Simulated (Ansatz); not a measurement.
**CH7BOSi: up Jacob's ladder to CCSD(T)**

How much do the methods differ for CH7BOSi? The plan is to run it at one geometry with functionals of several rungs and with coupled cluster. The yardstick is the atomisation energy at the CCSD(T) limit.

Method: functionals in def2-TZVPP, the program's frozen cores in correlated methods; program: Ansatz 0.2.0, Gaussian basis.

Levels to be run: LDA (SPW92), PBE-D4, revPBE-D4, BLYP-D4, r2SCAN-D4, B97M-V, PBE0-D4, B3LYP-D4, r2SCANh-D4, r2SCAN0-D4, HSE06-D4, BHLYP-D4, CAM-B3LYP-D4, LC-ωPBE, ωB97X-V, ωB97M-V, B2PLYP, PBE-QIDH; CCSD(T)/def2-SVP; CCSD(T)/def2-TZVPP; MP2/def2-QZVPP; extrapolation to the limit; RPA on PBE.

**1. The relaxed structure**

The geometry comes from an earlier relaxation with PBE0-D4 in a triple-zeta def2 set; it is a stationary point, not always the lowest conformer.

SMILES `OCB[SiH3]`, 11 atoms, charge 0, spin multiplicity 1.

Atoms are counted from 1 here; the program's logs count them from 0.

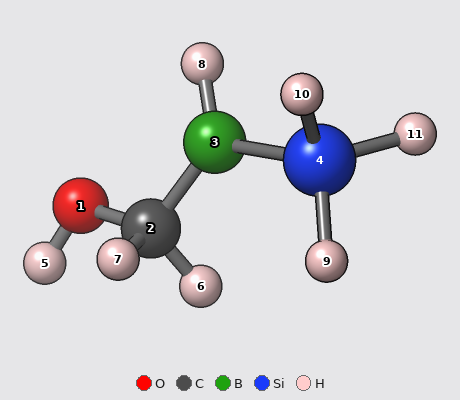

The geometry (oxygen red, carbon dark grey, boron green, silicon blue, hydrogen pink); atoms are numbered from 1 in the order of the file.

Geometry (Å):

```xyz
11
charge 0, multiplicity 1
O    -0.8158    1.8797   -1.4012
C    -0.3955    1.1191   -0.2900
B     0.0134   -0.3366   -0.6184
Si    0.6396   -1.5844    0.8369
H    -1.0470    2.7630   -1.1041
H    -1.1749    1.0633    0.4949
H     0.4642    1.5835    0.2311
H    -0.0418   -0.7350   -1.7458
H     0.6746   -0.9596    2.1901
H     2.0109   -2.0795    0.5243
H    -0.2620   -2.7706    0.9031
```

**2. LDA**

This LDA is Slater exchange with PW92 correlation.

Input file in.yaml:

```yaml
crystal:
  periodic: [false, false, false]
  atoms:
    - {symbol: O, position_ang: [-0.815837, 1.879742, -1.401239]}
    - {symbol: C, position_ang: [-0.395520, 1.119073, -0.290021]}
    - {symbol: B, position_ang: [0.013379, -0.336570, -0.618368]}
    - {symbol: Si, position_ang: [0.639563, -1.584435, 0.836878]}
    - {symbol: H, position_ang: [-1.047003, 2.762990, -1.104068]}
    - {symbol: H, position_ang: [-1.174874, 1.063286, 0.494858]}
    - {symbol: H, position_ang: [0.464190, 1.583468, 0.231091]}
    - {symbol: H, position_ang: [-0.041816, -0.734984, -1.745839]}
    - {symbol: H, position_ang: [0.674596, -0.959585, 2.190123]}
    - {symbol: H, position_ang: [2.010914, -2.079532, 0.524309]}
    - {symbol: H, position_ang: [-0.261993, -2.770552, 0.903075]}
basis:
  gaussian: {orbitals: def2-TZVPP}
hamiltonian: {xc: lda}
output: {orbitals: {seedname: orbitals}}
```

The run is started by

```bash
> ansatz run in.yaml --threads 2 --pin off --events-out ev --progress --plain --max-ram 4352MiB
```

Further steps of the session: PBE-D4 (GGA); revPBE-D4 (GGA); BLYP-D4 (GGA); r2SCAN-D4 (meta-GGA); B97M-V (meta-GGA); B3LYP-D4 (hybrid); r2SCANh-D4 (hybrid); r2SCAN0-D4 (hybrid); HSE06-D4 (hybrid); BHLYP-D4 (hybrid); CAM-B3LYP-D4 (range-separated); LC-ωPBE (range-separated); ωB97X-V (range-separated); ωB97M-V (range-separated); B2PLYP (double hybrid); PBE-QIDH (double hybrid); CCSD(T) in def2-SVP; CCSD(T) in def2-TZVPP; MP2 in def2-QZVPP; RPA on PBE orbitals.

Q: Predict the results of all the runs planned. Wanted: atomisation energy, CCSD(T)/CBS; farthest beyond LDA; mean size of error, GGA; mean size of error, meta-GGA; mean size of error, hybrid; mean size of error, range-separated; mean size of error, double hybrid; gap, smallest and largest; T1 diagnostic.

The runs gave:

| quantity | value |
| --- | --- |
| atomisation energy, CCSD(T)/CBS | 3717.0 kJ/mol |
| functionals within 18.6 kJ/mol (0.5 %) | BLYP-D4, r2SCAN-D4, PBE0-D4, B3LYP-D4, r2SCANh-D4, HSE06-D4, LC-ωPBE, ωB97M-V |
| farthest beyond LDA | BHLYP-D4 (-71.7 kJ/mol) |
| mean size of error, GGA | 29.3 kJ/mol |
| mean size of error, meta-GGA | 19.0 kJ/mol |
| mean size of error, hybrid | 19.1 kJ/mol |
| mean size of error, range-separated | 19.6 kJ/mol |
| mean size of error, double hybrid | 31.0 kJ/mol |
| gap, smallest and largest | 3.57 eV (LDA (SPW92)), 11.41 eV (LC-ωPBE) |
| T1 diagnostic | 0.0120 |
| triples share of the correlation energy | 3.4 % |

**Reading.** The LDA atomisation energy is off by 499.5 kJ/mol (13 %): it overbinds. PBE-D4 is off by +44.6 kJ/mol. Double hybrids carry the basis error of their MP2 part in triple zeta, and no dispersion term here, so their miss is partly the set-up's. Taken by rung, meta-GGA functionals do best (19.0 kJ/mol on average) and double hybrid ones worst beyond LDA (31.0 kJ/mol). The gap between the best rungs is small, so their order is not settled. The reference freezes the cores and leaves out relativity and excitations past (T), so misses under about 18.6 kJ/mol can't be ranked. Hartree-Fock recovers 75 % of the binding; the rest is correlation. CCSD(T) in def2-SVP is off by -200.9 kJ/mol, so the small basis spoils what the method gains. Orbital gaps span 3.6 to 11.4 eV; exact exchange widens them.
